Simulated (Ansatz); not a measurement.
A series of calculations on LiSi16

### Relaxation

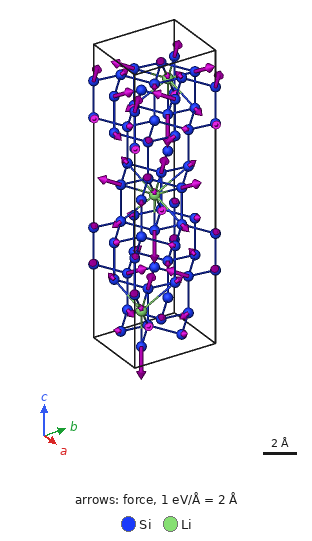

Starting geometry of a defect cell of composition LiSi16 (cell charge +1) with the computed forces as purple arrows. A ball-and-stick model of the conventional cell (3 times the calculation's cell), seen slightly off an axis. Lengths and directions refer to the drawn axes.

It is an interstitial Li in Fd-3m Si. The run prepares an end point of a later path (interstitial hop) calculation, from a guessed geometry.

Theory: Ansatz 0.2.0, DFT PBEsol, scalar-relativistic, plane waves, PAW.

The input:
```yaml
crystal:
  lattice:
    - [0.0, 5.42712, 5.42712]
    - [5.42712, 0.0, 5.42712]
    - [5.42712, 5.42712, 0.0]
  atoms:
    - { symbol: Si, position: [0.375, 0.375, 0.375] }
    - { symbol: Si, position: [0.25, 0.25, 0.25] }
    - { symbol: Si, position: [0.375, 0.375, 0.875] }
    - { symbol: Si, position: [0.25, 0.25, 0.75] }
    - { symbol: Si, position: [0.375, 0.875, 0.375] }
    - { symbol: Si, position: [0.25, 0.75, 0.25] }
    - { symbol: Si, position: [0.375, 0.875, 0.875] }
    - { symbol: Si, position: [0.25, 0.75, 0.75] }
    - { symbol: Si, position: [0.875, 0.375, 0.375] }
    - { symbol: Si, position: [0.75, 0.25, 0.25] }
    - { symbol: Si, position: [0.875, 0.375, 0.875] }
    - { symbol: Si, position: [0.75, 0.25, 0.75] }
    - { symbol: Si, position: [0.875, 0.875, 0.375] }
    - { symbol: Si, position: [0.75, 0.75, 0.25] }
    - { symbol: Si, position: [0.875, 0.875, 0.875] }
    - { symbol: Si, position: [0.75, 0.75, 0.75] }
    - { symbol: Li, position: [0.5071482, 0.4979107, -0.0013937] }
total_charge: 1
basis:
  ecutwfc: 420.0
kpoints:
  mp_grid: { grid: [2, 2, 2] }
hamiltonian:
  xc: pbesol
scf:
  occupations: { method: gaussian, width: 0.05 }
  lower_state_search: "off"
relax:
  f_tol: 0.03
  max_steps: 60
  adjacent_minimum: "off"
```

Command:
```bash
ansatz run input.yaml --threads 1 --pin off --max-ram 3072MiB --backend cpu --events-out ev --progress --plain --runs-dir out
```

> What follows when this structure is relaxed?

It isn't relaxed: the largest force vector, on Si11, is 1.08 eV/Å. The atoms end up moving mostly along the starting forces (cosine between the two patterns 0.98). The atom that moves furthest is Si11 (0.049 Å along −c). By element the largest moves are Si 0.049 Å, Li 0.030 Å. The cell stays as it was. Among the contacts that change: Si11–Li17 2.305 → 2.384 Å, Si10–Li17 2.683 → 2.726 Å, Si1–Si4 2.350 → 2.307 Å, Si1–Li17 2.359 → 2.395 Å. Over 2 geometry steps the energy falls by 0.113 eV per cell of the calculation. Largest force component: 0.63 eV/Å at the start, 0.025 eV/Å at the end. The run took 12 s on 1 thread of Arm Neoverse V2, on a shared host, peak memory 0.54 GiB.

Limits of the set-up: the periodic images lie only 7.7 Å apart, so the values are limited by the cell's size; the cell is charged, on a uniform background, and energies carry no finite-size correction.

### Relaxation

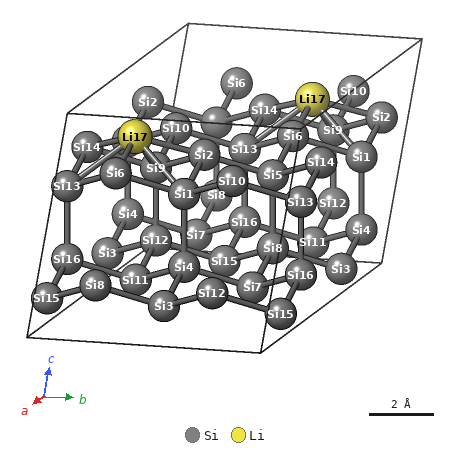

A defect cell of composition LiSi16 (cell charge +1), before the relaxation. A ball-and-stick model of the conventional cell (2 times the calculation's cell), seen slightly off an axis. Lengths and directions refer to the drawn axes.

It is an interstitial Li in Fd-3m Si. The run prepares an end point of a later path (interstitial hop) calculation, from a guessed geometry.

These are results of Ansatz 0.2.0, DFT PBEsol, scalar-relativistic, plane waves, PAW, not measurements.

The input:
```yaml
crystal:
  lattice:
    - [0.0, 5.42712, 5.42712]
    - [5.42712, 0.0, 5.42712]
    - [5.42712, 5.42712, 0.0]
  atoms:
    - { symbol: Si, position: [0.375, 0.375, 0.375] }
    - { symbol: Si, position: [0.25, 0.25, 0.25] }
    - { symbol: Si, position: [0.375, 0.375, 0.875] }
    - { symbol: Si, position: [0.25, 0.25, 0.75] }
    - { symbol: Si, position: [0.375, 0.875, 0.375] }
    - { symbol: Si, position: [0.25, 0.75, 0.25] }
    - { symbol: Si, position: [0.375, 0.875, 0.875] }
    - { symbol: Si, position: [0.25, 0.75, 0.75] }
    - { symbol: Si, position: [0.875, 0.375, 0.375] }
    - { symbol: Si, position: [0.75, 0.25, 0.25] }
    - { symbol: Si, position: [0.875, 0.375, 0.875] }
    - { symbol: Si, position: [0.75, 0.25, 0.75] }
    - { symbol: Si, position: [0.875, 0.875, 0.375] }
    - { symbol: Si, position: [0.75, 0.75, 0.25] }
    - { symbol: Si, position: [0.875, 0.875, 0.875] }
    - { symbol: Si, position: [0.75, 0.75, 0.75] }
    - { symbol: Li, position: [0.12236077, 0.62574335, 0.13685583] }
total_charge: 1
basis:
  ecutwfc: 420.0
kpoints:
  mp_grid: { grid: [2, 2, 2] }
hamiltonian:
  xc: pbesol
scf:
  occupations: { method: gaussian, width: 0.05 }
  lower_state_search: "off"
relax:
  f_tol: 0.03
  max_steps: 60
  adjacent_minimum: "off"
```

Command:
```bash
ansatz run input.yaml --threads 1 --pin off --max-ram 3072MiB --backend cpu --events-out ev --progress --plain --runs-dir out
```

What does the optimiser find from here?

Over 3 geometry steps the energy falls by 0.125 eV per cell of the calculation. The largest force component goes from 0.69 to 0.0013 eV/Å. The atom that moves furthest is Li17 (0.079 Å roughly along +c). Largest moves by element: Li 0.079 Å, Si 0.048 Å. The lattice vectors keep their values. Some distances before and after: Si6–Li17 2.288 → 2.393 Å, Si13–Li17 2.646 → 2.734 Å, Si1–Li17 2.664 → 2.734 Å, Si14–Li17 2.335 → 2.393 Å. Bond angles that change, for instance: Si10–Si9–Li17 127.0° → 124.5°, Si15–Si14–Li17 72.3° → 70.0°, Si5–Si14–Li17 177.9° → 180.0°. The run took 16 s on 1 thread of Arm Neoverse V2 (shared host), peak memory 0.54 GiB.

The end point in the same view:

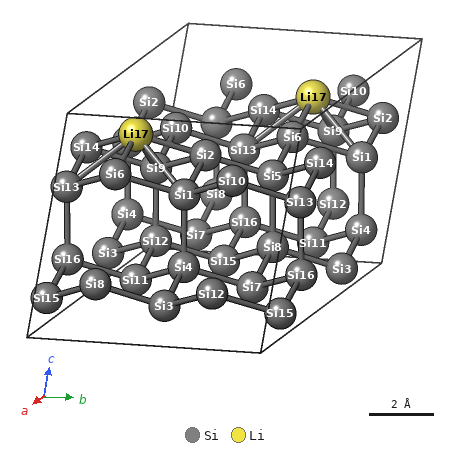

Limits of the set-up: the periodic images lie only 7.7 Å apart, so the values are limited by the cell's size; the cell is charged, on a uniform background, and energies carry no finite-size correction.

### Path

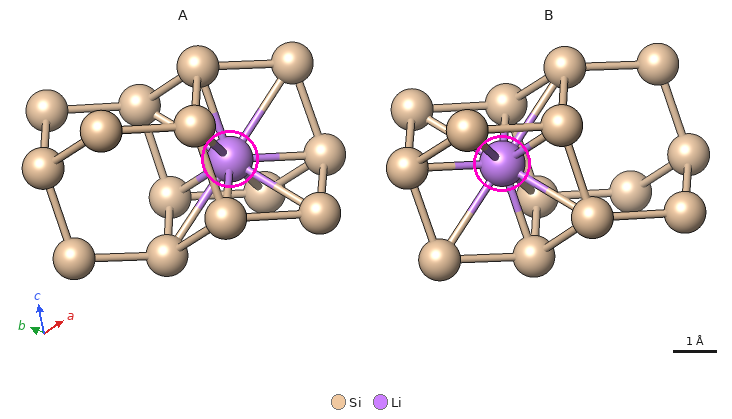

The two relaxed end points of a path for Si with an interstitial Li (17 atoms in the cell, charge +1). Style: ball-and-stick. Shown: the atoms within 4.2 Å of the middle of the path, slightly off an axis. The moving atom is ringed, with any periodic copies. Bonds to atoms that aren't drawn are left out.

Theory: Ansatz 0.2.0, DFT PBEsol, scalar-relativistic, plane waves, PAW.

Input file:
```yaml
crystal:
  lattice:
    - [0.0, 5.42712, 5.42712]
    - [5.42712, 0.0, 5.42712]
    - [5.42712, 5.42712, 0.0]
  atoms:
    - { symbol: Si, position: [0.37289187, 0.37270947, 0.38172761] }
    - { symbol: Si, position: [0.24826116, 0.24810891, 0.25187786] }
    - { symbol: Si, position: [0.37298614, 0.3727971, 0.87281401] }
    - { symbol: Si, position: [0.25089831, 0.24974103, 0.74983445] }
    - { symbol: Si, position: [0.37739884, 0.87421014, 0.37423424] }
    - { symbol: Si, position: [0.24823004, 0.75183776, 0.25187549] }
    - { symbol: Si, position: [0.37292077, 0.88162905, 0.8727527] }
    - { symbol: Si, position: [0.24827489, 0.7518403, 0.74813254] }
    - { symbol: Si, position: [0.87438626, 0.37754595, 0.37407058] }
    - { symbol: Si, position: [0.75230809, 0.24790411, 0.25190405] }
    - { symbol: Si, position: [0.88285052, 0.37238948, 0.87240325] }
    - { symbol: Si, position: [0.75231308, 0.2479461, 0.74795568] }
    - { symbol: Si, position: [0.87435906, 0.87402256, 0.37404513] }
    - { symbol: Si, position: [0.74990547, 0.75002735, 0.2500173] }
    - { symbol: Si, position: [0.87439861, 0.87405904, 0.87753404] }
    - { symbol: Si, position: [0.75230935, 0.75186796, 0.74792626] }
    - { symbol: Li, position: [0.50245573, 0.49927437, -0.00049891] }
total_charge: 1
basis:
  ecutwfc: 420.0
kpoints:
  mp_grid: { grid: [2, 2, 2] }
hamiltonian:
  xc: pbesol
scf:
  occupations: { method: gaussian, width: 0.05 }
  lower_state_search: "off"
neb:
  images: 7
  f_tol: 0.05
  initial_path: linear
  max_iterations: 19
  spring: 10.0
  final_atoms:
    - { symbol: Si, position: [0.37683138, 0.37311149, 0.37761073] }
    - { symbol: Si, position: [0.25214617, 0.2431398, 0.25299973] }
    - { symbol: Si, position: [0.37678513, 0.37306522, 0.87375636] }
    - { symbol: Si, position: [0.24743296, 0.25085304, 0.75146509] }
    - { symbol: Si, position: [0.37481597, 0.87504611, 0.37581646] }
    - { symbol: Si, position: [0.25218087, 0.7523767, 0.25301912] }
    - { symbol: Si, position: [0.37681497, 0.8769972, 0.87376797] }
    - { symbol: Si, position: [0.25211127, 0.75231206, 0.74389939] }
    - { symbol: Si, position: [0.87288545, 0.37309518, 0.37759671] }
    - { symbol: Si, position: [0.75068371, 0.25087004, 0.24817159] }
    - { symbol: Si, position: [0.87486304, 0.37503535, 0.87560297] }
    - { symbol: Si, position: [0.7506434, 0.25083479, 0.75145314] }
    - { symbol: Si, position: [0.87291188, 0.87701812, 0.37761444] }
    - { symbol: Si, position: [0.7429124, 0.75235502, 0.25300607] }
    - { symbol: Si, position: [0.87286078, 0.87697675, 0.87375996] }
    - { symbol: Si, position: [0.75067005, 0.74760523, 0.75146768] }
    - { symbol: Li, position: [0.12481133, 0.62505123, 0.12584841] }
  order_check: false
```

Command:
```bash
ansatz run input.yaml --threads 1 --pin off --max-ram 3072MiB --backend cpu --events-out ev --progress --plain --runs-dir out
```

Predict the minimum-energy path and its barrier.

Answer. The barrier is about 0.59 eV in both directions, with image 4 at the top; the ends have the same energy. The Li atom travels furthest, 2.37 Å from end to end, along [−3 1 1], on a straight line. At the highest image its nearest neighbour (Si) is 2.35 Å away, against 2.38 Å at the start, and the surrounding atoms stand up to 0.20 Å off the mean of their end positions. The band converged in 4 iterations, with a climbing image at the top.

Energies of the converged images:

```
image  path (Å)  E (eV)
    0      0.00   0.000
    1      0.33   0.049
    2      0.66   0.232
    3      0.99   0.472
    4      1.32   0.585
    5      1.65   0.474
    6      1.98   0.237
    7      2.31   0.052
    8      2.64   0.000
```

The geometry at the top of the path:

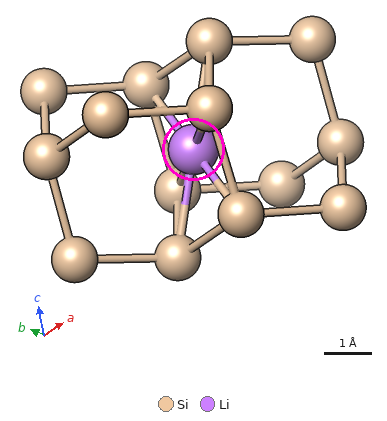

Limits of the set-up: the periodic images lie only 7.7 Å apart, so the values are limited by the cell's size; the cell is charged, on a uniform background, and energies carry no finite-size correction.

Cost: 2.7 min on 1 thread of Arm Neoverse V2 (shared host), peak memory 0.9 GiB.
